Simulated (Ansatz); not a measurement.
```xyz
5

Mo    0.0000    0.0000    0.0000
I     0.0102   -0.0158    2.5886
I     2.4372    0.0103   -0.8724
I    -1.2280    2.1163   -0.8451
I    -1.2194   -2.1108   -0.8710
```

Geometry: r2SCAN-D4/def2-SVP; core potentials replace the inner electrons of Mo and I.

All numbers below come from UKS PBE0-D4/def2-TZVP (Ansatz 0.2.0).

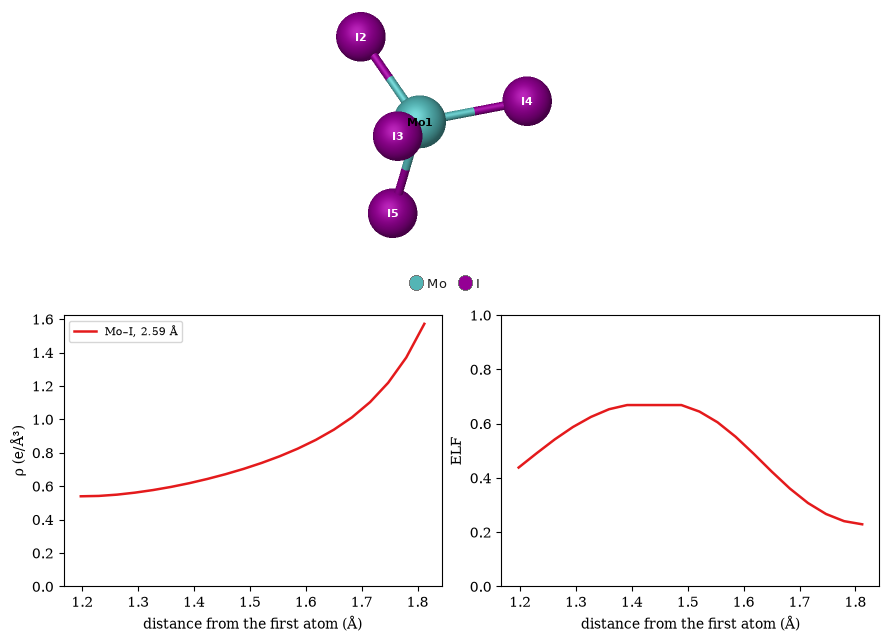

I4Mo (MoI4) (triplet). Electron density and ELF along straight lines between neighbouring atoms. The curves leave out the atomic cores. The structure is drawn too.

Question: What can be read from the curves?

Answer: Mo–I (2.59 Å): the density is about 0.56 e/Å³ at the midpoint; the ELF peaks at about 0.65 in the valence shell of I, 1.2 Å from its nucleus, and is about 0.60 at the midpoint.
